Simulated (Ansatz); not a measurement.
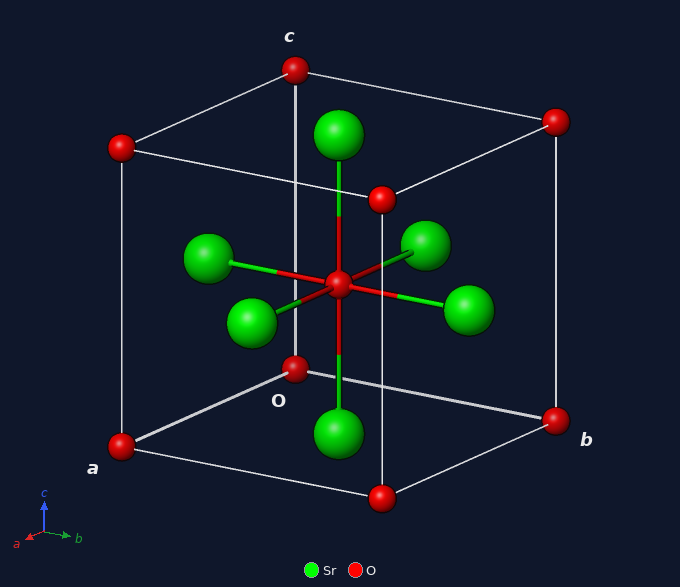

For Sr3O2, the geometry relaxed with DFT PBE, scalar-relativistic, plane waves, PAW in Ansatz; the starting structure was generated, so it need not be a known form of this composition: one unit cell is drawn above. The drawing is computed from the coordinates (standard cell, symmetry found to 0.002 Å).

```
CELL_PARAMETERS angstrom
5.03334 0.00000 0.00000
0.00000 5.03334 0.00000
0.00000 0.00000 5.03334
ATOMIC_POSITIONS crystal
Sr 0.00000 0.50000 0.50000
Sr 0.50000 0.00000 0.50000
Sr 0.50000 0.50000 0.00000
O 0.50000 0.50000 0.50000
O 0.00000 0.00000 0.00000
```

Q: What is its point group?

A: m-3m (Oh), order 48, cubic system: three fourfold axes, four threefold axes, six twofold axes, nine mirror planes, an inversion centre.

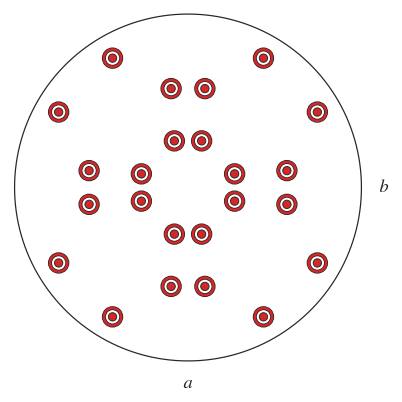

Stereographic projection: filled dots lie in the upper hemisphere, open rings in the lower. The poles are one general form. The c axis points at the viewer.

Q: What does this class allow?

A: Class m-3m is centrosymmetric, so neither piezoelectric nor pyroelectric; it is not chiral. Its Laue class is m-3m.
